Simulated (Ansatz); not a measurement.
**Geometry relaxation, with input and output: B₂SiH₃Br**

B₂SiH₃Br, computed with UKS B3LYP/def2-SVP (Ansatz 0.2.0).

It belongs to a series of runs on one base structure; here: end point B relaxed. Figures and captions count atoms from 1; the log counts them from 0 in places.

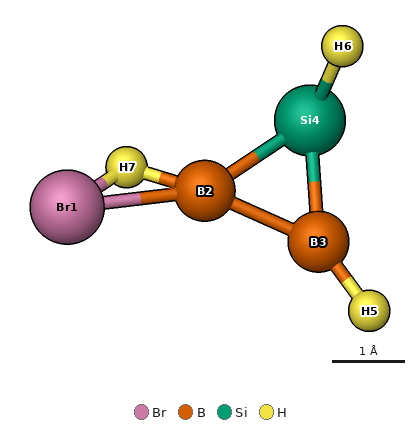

Fig. 1: The structure as given in the input (ball-and-stick view, seen on its broad side; atoms are numbered from 1 in the order of the input). Bond lengths as drawn: Br–H 1.23 Å, B–B 1.76 Å, B–Br 2.00 Å, B–H 1.17 to 1.22 Å, B–Si 1.79 to 1.89 Å and H–Si 1.50 Å.

The input:
```yaml
crystal:
  periodic: [false, false, false]
  atoms:
    - { symbol: Br, position_ang: [-1.6729, -2.5269, 0.2877] }
    - { symbol: B, position_ang: [-0.5024, -0.9113, 0.1167] }
    - { symbol: B, position_ang: [1.1157, -0.2303, 0.1968] }
    - { symbol: Si, position_ang: [-0.1856, 0.9194, -0.2376] }
    - { symbol: H, position_ang: [2.3035, -0.3983, 0.3926] }
    - { symbol: H, position_ang: [-0.6927, 1.8133, 0.8532] }
    - { symbol: H, position_ang: [-1.47875, -1.44231, -0.24891] }
magnetization:
  spin_polarized: true
basis:
  gaussian: { orbitals: def2-SVP }
hamiltonian:
  xc: b3lyp
relax:
  f_tol: 0.02
  max_steps: 50
output:
  orbitals: {}
```

Machine: 2 threads of Intel Xeon (Sapphire Rapids), 16 GiB of memory available, shared host.

Launch command:
```bash
ansatz run input.yaml --threads 2 --pin off --max-ram 3072MiB --backend cpu --events-out ev --progress --plain --runs-dir out
```

The program's output:
```
The last accepted step is kept in [file] (removed where the run ends without a failure and the disk answers)
Engine: ansatz 0.2.0, x86_64-unknown-linux-gnu
Functional definition: B3LYP
  parameter a0 = 0.2
  parameter ax = 0.72
  parameter ac = 0.81
  exchange = (1 - a0 - ax)*slater_x + ax*b88_x + a0*exact_x
  correlation = (1 - ac)*vwn_rpa_c + ac*lyp_c
992 factors; integrals over basis functions are off by at most 3.9e-4 eV
mean field evaluation 1: about -79298.2984 eV, gradient 3.5e1 eV
mean field evaluation 2: about -79266.5807 eV, gradient 6.6e1 eV
mean field evaluation 4: about -79306.2251 eV, gradient 9.1e0 eV
mean field evaluation 8: about -79306.9207 eV, gradient 2.8e-1 eV
mean field evaluation 16: about -79306.9213 eV, gradient 1.2e-4 eV
mean field -79306.92131207 eV, -2914.4756020564 hartree, gradient 3.0e-5 eV, S^2 0.000000; 1 other end points of the search recorded, 0 dependent functions left out
the calculation of the forces begins
reference -79306.92155574 eV, -2914.4756110112 hartree; 31, 31 occupied and 62, 62 virtual orbitals, 992 factors
relax step   1: F+E_penalty+E_count = -79306.92131207 eV  Δ(F+E_penalty+E_count) = +0.000e0 eV  max|allowed force component| = 1.187e1 eV/Å  Δτ_max = 0.0000 Å  (46 SCF iters, accepted)
these checks for a lower state are left out or cut short: starts, cluster_reference, orbital_swaps, neighbouring_geometries, increment
992 factors; integrals over basis functions are off by at most 5.9e-4 eV
mean field -79309.73669860 eV, -2914.5790656032 hartree, gradient 2.1e-5 eV, S^2 0.000000; 0 other end points of the search recorded, 0 dependent functions left out
[... from here on the field's lines of each further geometry are left out, up to the last ...]
relax step   2: F+E_penalty+E_count = -79309.73669860 eV  Δ(F+E_penalty+E_count) = -2.815e0 eV  max|allowed force component| = 4.267e0 eV/Å  Δτ_max = 0.1949 Å  (41 SCF iters, accepted)
relax step   3: F+E_penalty+E_count = -79310.61873880 eV  Δ(F+E_penalty+E_count) = -8.820e-1 eV  max|allowed force component| = 2.036e0 eV/Å  Δτ_max = 0.1953 Å  (41 SCF iters, accepted)
relax step   4: F+E_penalty+E_count = -79311.02864918 eV  Δ(F+E_penalty+E_count) = -4.099e-1 eV  max|allowed force component| = 2.464e0 eV/Å  Δτ_max = 0.1947 Å  (36 SCF iters, accepted)
relax step   5: F+E_penalty+E_count = -79311.63429144 eV  Δ(F+E_penalty+E_count) = -6.056e-1 eV  max|allowed force component| = 2.741e0 eV/Å  Δτ_max = 0.1950 Å  (34 SCF iters, accepted)
relax step   6: F+E_penalty+E_count = -79312.29663115 eV  Δ(F+E_penalty+E_count) = -6.623e-1 eV  max|allowed force component| = 2.551e0 eV/Å  Δτ_max = 0.1976 Å  (34 SCF iters, accepted)
relax step   7: F+E_penalty+E_count = -79312.97332151 eV  Δ(F+E_penalty+E_count) = -6.767e-1 eV  max|allowed force component| = 1.363e0 eV/Å  Δτ_max = 0.1943 Å  (34 SCF iters, accepted)
relax step   8: F+E_penalty+E_count = -79313.19760841 eV  Δ(F+E_penalty+E_count) = -2.243e-1 eV  max|allowed force component| = 7.208e-1 eV/Å  Δτ_max = 0.1992 Å  (33 SCF iters, accepted)
relax step   9: F+E_penalty+E_count = -79313.22315572 eV  Δ(F+E_penalty+E_count) = -2.555e-2 eV  max|allowed force component| = 6.247e-1 eV/Å  Δτ_max = 0.1657 Å  (33 SCF iters, accepted)
relax step  10: F+E_penalty+E_count = -79313.25870311 eV  Δ(F+E_penalty+E_count) = -3.555e-2 eV  max|allowed force component| = 3.020e-1 eV/Å  Δτ_max = 0.1255 Å  (32 SCF iters, accepted)
relax step  11: F+E_penalty+E_count = -79313.25696733 eV  Δ(F+E_penalty+E_count) = +1.736e-3 eV  max|allowed force component| = 5.396e-1 eV/Å  Δτ_max = 0.0644 Å  (34 SCF iters, rejected (line search))
relax step  12: F+E_penalty+E_count = -79313.27079192 eV  Δ(F+E_penalty+E_count) = -1.209e-2 eV  max|allowed force component| = 5.715e-2 eV/Å  Δτ_max = 0.0313 Å  (34 SCF iters, accepted)
relax step  13: F+E_penalty+E_count = -79313.27246523 eV  Δ(F+E_penalty+E_count) = -1.673e-3 eV  max|allowed force component| = 6.224e-2 eV/Å  Δτ_max = 0.0258 Å  (34 SCF iters, accepted)
relax step  14: F+E_penalty+E_count = -79313.27311273 eV  Δ(F+E_penalty+E_count) = -6.475e-4 eV  max|allowed force component| = 3.032e-2 eV/Å  Δτ_max = 0.0228 Å  (34 SCF iters, accepted)
the calculation of the forces begins
reference -79313.27347293 eV, -2914.7090396627 hartree; 31, 31 occupied and 62, 62 virtual orbitals, 992 factors
relax step  15: F+E_penalty+E_count = -79313.27322888 eV  Δ(F+E_penalty+E_count) = -1.161e-4 eV  max|allowed force component| = 1.276e-2 eV/Å  Δτ_max = 0.0058 Å  (29 SCF iters, accepted)
992 factors; integrals over basis functions are off by at most 1.2e-3 eV
mean field evaluation 128: about -79313.2454 eV, gradient 7.9e-1 eV
```

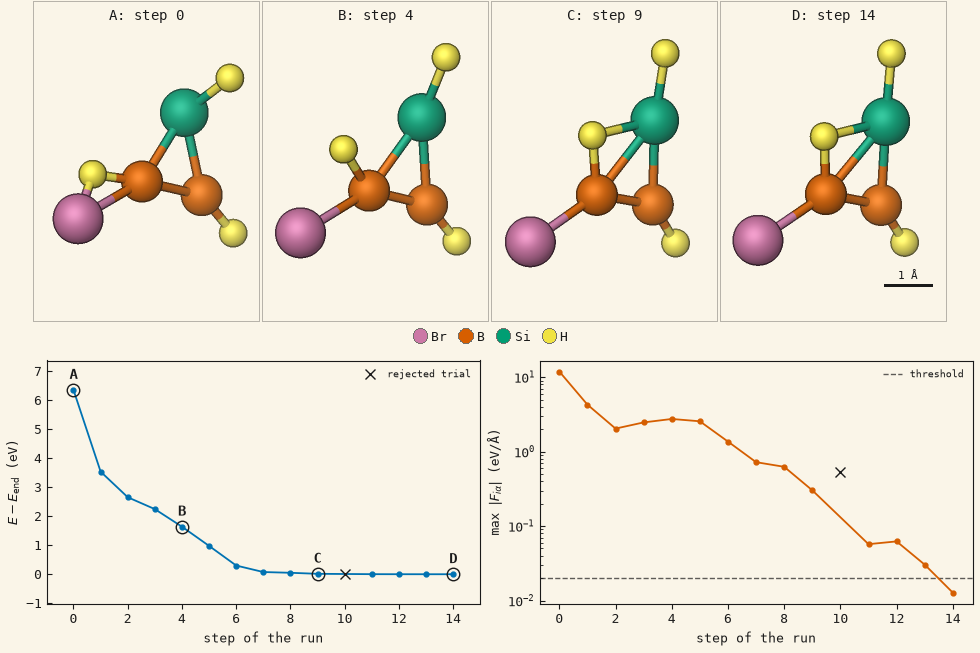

Fig. 2: Frames of the relaxation (ball-and-stick view, seen at a tilt) above the curves, on which the letters mark them (the first geometry is step 0 here and step 1 in the log).

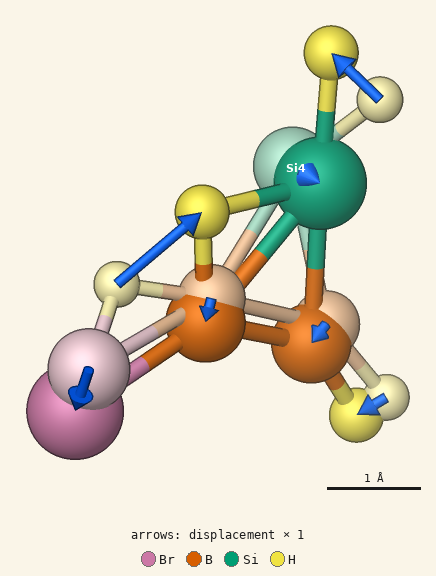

Fig. 3: Start (faint) and end (solid) with the displacements as blue arrows, at true length (ball-and-stick view, seen at a tilt). The two geometries are laid on each other by the best rigid fit. The atom that moves furthest after the best rigid fit is H7 (1.21 Å). Largest moves by element: H 1.21 Å, Br 0.61 Å, Si 0.51 Å, B 0.28 Å. Among the contacts that change: Br1–H7 1.226 → 2.591 Å, Si4–H7 2.693 → 1.671 Å, B2–B3 1.757 → 1.622 Å, B2–H7 1.170 → 1.305 Å. New bonds form: Si4–H7 (2.69 → 1.67 Å). Bonds break: Br1–H7 (1.23 → 2.59 Å). Among the angles that change: Br1–B2–H7 34.2° → 105.0°, Si4–B2–H7 121.4° → 55.3°, B3–Si4–H6 116.9° → 178.1°. Over 14 geometry steps the energy falls by 6.352 eV. Largest force component: 12 eV/Å at the start, 0.013 eV/Å at the end. The line search rejected the trial step at point 10 (counted from 0) and went back. (Atoms are counted from 1 in the order of the input.)

```
mean field -79313.27322888 eV, -2914.7090306940 hartree, gradient 1.1e-5 eV, S^2 0.000000; 1 other end points of the search recorded, 0 dependent functions left out
the calculation of the forces begins
reference -79313.27347293 eV, -2914.7090396627 hartree; 31, 31 occupied and 62, 62 virtual orbitals, 992 factors
Total energy: -79313.27347293 eV, -2914.7090396627 hartree
Atom 0 at    -1.223244    -2.903286     0.003040 Å, force    -0.001275    -0.001858    -0.000132 eV/Å
Atom 1 at    -0.400568    -1.166274     0.136562 Å, force     0.003391    -0.003490    -0.000499 eV/Å
Atom 2 at     1.070705    -0.488235     0.207092 Å, force    -0.012757     0.007986     0.000812 eV/Å
Atom 3 at    -0.205243     0.843460     0.279540 Å, force     0.008970    -0.007378     0.000482 eV/Å
Atom 4 at     2.243932    -0.694878     0.211600 Å, force     0.001303     0.001685    -0.000337 eV/Å
Atom 5 at    -1.202458     1.956500     0.343244 Å, force     0.000101    -0.002598    -0.000757 eV/Å
Atom 6 at    -1.396273    -0.323698     0.179412 Å, force     0.000268     0.005654     0.000432 eV/Å
Dipole moment:    -0.217608     0.503058     0.031650 e Å
```

Trajectory as extended XYZ (Å, eV, eV/Å), 15 frames, from step=1 to step=15:
```
7
Properties=species:S:1:pos:R:3:forces:R:3 step=1 energy=-79306.92131
Br   -1.6729   -2.5269    0.2877   -2.0974 -11.8716   5.4276
B    -0.5024   -0.9113    0.1167    6.9162   3.1855   0.8591
B     1.1157   -0.2303    0.1968    0.6836  -2.9252   0.2223
Si   -0.1856    0.9194   -0.2376   -2.1405   1.4352   0.5054
H     2.3035   -0.3983    0.3926   -0.4497  -0.1549   0.0805
H    -0.6927    1.8133    0.8532   -0.4953   0.6910  -0.5983
H    -1.4788   -1.4423   -0.2489   -2.4170   9.6402  -6.4966
7
Properties=species:S:1:pos:R:3:forces:R:3 step=2 energy=-79309.73670
Br   -1.5728   -2.6632    0.2639    0.1345  -4.2670   1.2809
B    -0.3998   -0.9139    0.0764    2.7836   0.5839  -0.2342
B     1.1474   -0.3095    0.1432   -0.2647  -1.1754   0.1706
Si   -0.1876    0.9511   -0.1460   -0.7646   0.5369   0.8639
H     2.3059   -0.4953    0.4134   -0.1554  -0.0533  -0.1431
H    -0.8071    1.9605    0.7962   -0.2316   0.1612  -0.6680
H    -1.5993   -1.3060   -0.1866   -1.5017   4.2136  -1.2701
7
Properties=species:S:1:pos:R:3:forces:R:3 step=3 energy=-79310.61874
Br   -1.5013   -2.7501    0.2159    0.3058  -1.2562   0.2045
B    -0.3204   -0.9408    0.0276   -0.7679  -0.7889  -0.3530
B     1.1577   -0.3637    0.1447    0.0972  -0.0003   0.1100
Si   -0.1914    0.9479   -0.0823   -0.1119   0.1365   0.7391
H     2.3109   -0.5285    0.4137    0.0339  -0.0532  -0.1632
H    -0.8721    2.0241    0.7335   -0.1903  -0.0741  -0.5367
H    -1.6966   -1.1653   -0.0926    0.6330   2.0362  -0.0006
7
Properties=species:S:1:pos:R:3:forces:R:3 step=4 energy=-79311.02865
Br   -1.4839   -2.7808    0.1610    0.5082  -0.4002  -0.0398
B    -0.2725   -0.9824   -0.0080   -2.4641  -1.5366  -0.0476
B     1.1782   -0.4040    0.1782    0.1147   0.5545   0.0486
Si   -0.1857    0.9226   -0.0034    0.0306   0.1248   0.6044
H     2.3451   -0.5663    0.3738    0.0154  -0.0193  -0.1261
H    -0.9957    2.0358    0.6464   -0.0007  -0.3521  -0.4528
H    -1.6986   -1.0014    0.0125    1.7959   1.6290   0.0132
7
Properties=species:S:1:pos:R:3:forces:R:3 step=5 energy=-79311.63429
Br   -1.4640   -2.8065    0.1356    0.8172  -0.1202  -0.1444
B    -0.2724   -1.0419   -0.0151   -2.7411  -2.0057   0.2462
B     1.1757   -0.4294    0.1986   -0.2536   0.6463  -0.0205
Si   -0.1970    0.8822    0.0616    0.0017   0.2580   0.4531
H     2.3555   -0.5801    0.3376   -0.1158  -0.0139  -0.1171
H    -1.0725    2.0208    0.5844    0.0752  -0.5348  -0.3605
H    -1.6385   -0.8215    0.0578    2.2164   1.7704  -0.0568
7
Properties=species:S:1:pos:R:3:forces:R:3 step=6 energy=-79312.29663
Br   -1.4330   -2.8457    0.1147    0.9998   0.3099  -0.1953
B    -0.2860   -1.0982   -0.0063   -2.5512  -2.0401   0.3990
B     1.1618   -0.4491    0.2112   -0.3644   0.5219  -0.0897
Si   -0.2076    0.8482    0.1004   -0.2323   0.3121   0.3805
H     2.3517   -0.5882    0.3105   -0.2611  -0.0094  -0.0998
H    -1.1247    1.9931    0.5423    0.1613  -0.5877  -0.3010
H    -1.5755   -0.6367    0.0877    2.2479   1.4933  -0.0937
7
Properties=species:S:1:pos:R:3:forces:R:3 step=7 energy=-79312.97332
Br   -1.3861   -2.8620    0.0999    0.7033   0.2316  -0.1570
B    -0.3255   -1.1696    0.0193   -1.2189  -0.9410   0.4104
B     1.1271   -0.4576    0.2103   -0.3272   0.0893  -0.1416
Si   -0.2340    0.8185    0.1258   -0.0701  -0.0305   0.2001
H     2.3243   -0.5919    0.2928   -0.3979  -0.0136  -0.0855
H    -1.1409    1.9552    0.5122   -0.0517  -0.2341  -0.1521
H    -1.4781   -0.4690    0.1001    1.3625   0.8983  -0.0744
7
Properties=species:S:1:pos:R:3:forces:R:3 step=8 energy=-79313.19761
Br   -1.3021   -2.8770    0.0758   -0.1258  -0.4047  -0.0483
B    -0.3654   -1.2273    0.0781    0.1882   0.7208   0.1527
B     1.0800   -0.4766    0.2017    0.1454  -0.2758  -0.0826
Si   -0.2520    0.7983    0.1609    0.3694   0.5784   0.1849
H     2.2735   -0.6282    0.2646   -0.3141  -0.0041  -0.0409
H    -1.1760    1.9355    0.4755    0.0078  -0.0134  -0.0988
H    -1.3711   -0.3011    0.1039   -0.2709  -0.6011  -0.0670
7
Properties=species:S:1:pos:R:3:forces:R:3 step=9 energy=-79313.22316
Br   -1.2205   -2.8730    0.0326    0.0385  -0.0999  -0.0153
B    -0.3649   -1.1571    0.1212   -0.5036   0.6247   0.0424
B     1.0916   -0.4555    0.2056   -0.0383  -0.2825  -0.0211
Si   -0.1872    0.8750    0.2451   -0.3301  -0.1856   0.0360
H     2.2332   -0.7822    0.2185    0.1788   0.2317   0.0090
H    -1.2825    1.9000    0.3835    0.3063   0.0744  -0.0234
H    -1.3829   -0.2836    0.1540    0.3485  -0.3627  -0.0275
7
Properties=species:S:1:pos:R:3:forces:R:3 step=10 energy=-79313.25870
Br   -1.2225   -2.9236    0.0455    0.1066   0.2068   0.0098
B    -0.3854   -1.1777    0.1285   -0.3020  -0.0109  -0.0597
B     1.0713   -0.4741    0.2163    0.0564  -0.0696  -0.1058
Si   -0.2223    0.8446    0.2360   -0.0345   0.0493   0.0820
H     2.2441   -0.7067    0.2154   -0.0879   0.0878   0.0682
H    -1.1944    1.9830    0.4165    0.0995  -0.1796  -0.0741
H    -1.4040   -0.3219    0.1023    0.1620  -0.0839   0.0796
7
Properties=species:S:1:pos:R:3:forces:R:3 step=11 energy=-79313.25697 accepted=F
Br   -1.1749   -2.8964    0.0258   -0.1470  -0.1884  -0.0307
B    -0.4172   -1.1389    0.1235    0.0151  -0.3037   0.0136
B     1.0602   -0.4858    0.1973    0.1438  -0.0705   0.0086
Si   -0.1974    0.8323    0.2733   -0.1748   0.5396   0.0317
H     2.2237   -0.7156    0.2213    0.1137  -0.0467  -0.0179
H    -1.1862    1.9449    0.3653   -0.0532   0.0507  -0.0034
H    -1.4214   -0.3171    0.1540    0.1024   0.0190  -0.0019
7
Properties=species:S:1:pos:R:3:forces:R:3 step=12 energy=-79313.27079
Br   -1.2153   -2.9099    0.0367   -0.0005   0.0110  -0.0074
B    -0.3992   -1.1668    0.1235   -0.0090  -0.0040  -0.0086
B     1.0676   -0.4796    0.1991    0.0231  -0.0571  -0.0047
Si   -0.2120    0.8447    0.2545    0.0299   0.0063   0.0284
H     2.2376   -0.7034    0.2243    0.0052   0.0302  -0.0022
H    -1.1943    1.9630    0.3924   -0.0288  -0.0112  -0.0286
H    -1.3976   -0.3245    0.1300   -0.0199   0.0248   0.0232
7
Properties=species:S:1:pos:R:3:forces:R:3 step=13 energy=-79313.27247
Br   -1.2161   -2.9042    0.0222   -0.0171  -0.0168  -0.0077
B    -0.4025   -1.1625    0.1287    0.0270  -0.0138   0.0008
B     1.0696   -0.4846    0.2029    0.0224  -0.0458  -0.0061
Si   -0.2051    0.8437    0.2665   -0.0214   0.0622   0.0177
H     2.2416   -0.7023    0.2183   -0.0175   0.0160  -0.0009
H    -1.2019    1.9541    0.3694    0.0012  -0.0012  -0.0146
H    -1.3987   -0.3207    0.1526    0.0055  -0.0006   0.0107
7
Properties=species:S:1:pos:R:3:forces:R:3 step=14 energy=-79313.27311
Br   -1.2275   -2.9011    0.0064    0.0057  -0.0192  -0.0027
B    -0.3990   -1.1670    0.1351   -0.0085   0.0019   0.0007
B     1.0714   -0.4869    0.2063    0.0206  -0.0179  -0.0008
Si   -0.2048    0.8425    0.2781   -0.0244   0.0082   0.0018
H     2.2453   -0.6927    0.2129   -0.0111   0.0024  -0.0006
H    -1.2023    1.9552    0.3472    0.0032  -0.0058  -0.0027
H    -1.3963   -0.3265    0.1744    0.0144   0.0303   0.0043
7
Properties=species:S:1:pos:R:3:forces:R:3 step=15 energy=-79313.27323
Br   -1.2232   -2.9033    0.0030   -0.0013  -0.0019  -0.0001
B    -0.4006   -1.1663    0.1366    0.0034  -0.0035  -0.0005
B     1.0707   -0.4882    0.2071   -0.0128   0.0080   0.0008
Si   -0.2052    0.8435    0.2795    0.0090  -0.0074   0.0005
H     2.2439   -0.6949    0.2116    0.0013   0.0017  -0.0003
H    -1.2025    1.9565    0.3432    0.0001  -0.0026  -0.0008
H    -1.3963   -0.3237    0.1794    0.0003   0.0057   0.0004
```

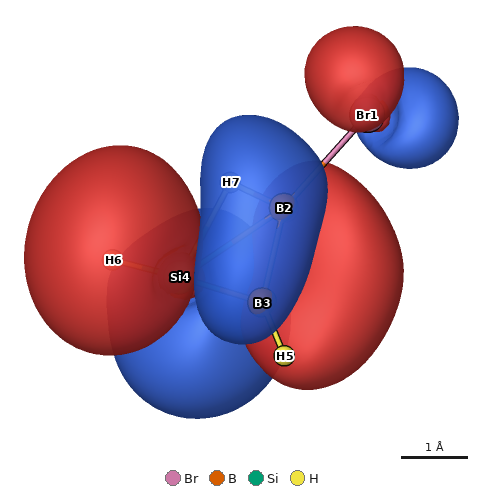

Fig. 4: One frontier orbital at ±0.06 Å⁻³ᐟ² (blue and red are the two phases), seen at an oblique angle. The LUMO (α), at −1.71 eV.

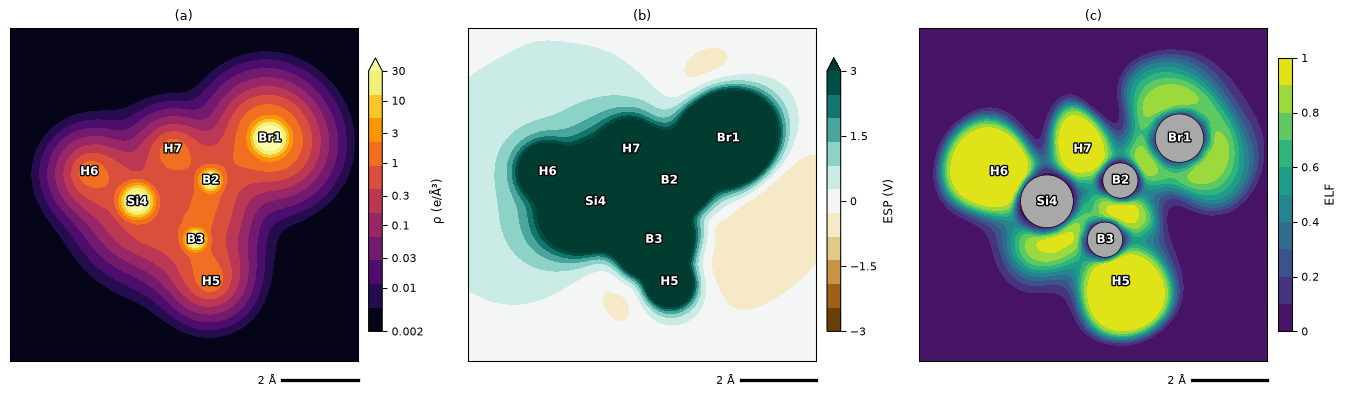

Fig. 5: (a) total electron density; (b) electrostatic potential; (c) electron localisation function on the molecular plane. Grey discs, where drawn, cover atomic cores. Atoms in the plane: Br, B, Si and H. B–B (1.62 Å): ρ is about 1.1 e/Å³ halfway; the ELF peaks at about 0.95 between the atoms (a covalent bond). B–H (1.19 Å): ρ at the midpoint is about 1.2 e/Å³; the ELF climbs to about 1 towards the hydrogen, as it does in any bond to H (a covalent bond by its length).

Results in brief:

```csv
quantity,value
outcome,converged
total energy,−79313.2735 eV
mean-field energy,−79313.2735 eV
largest force (length of the vector) at the end,0.015 eV/Å
wall time,46 s (CPU time 87 s)
peak memory,0.3 GiB
```
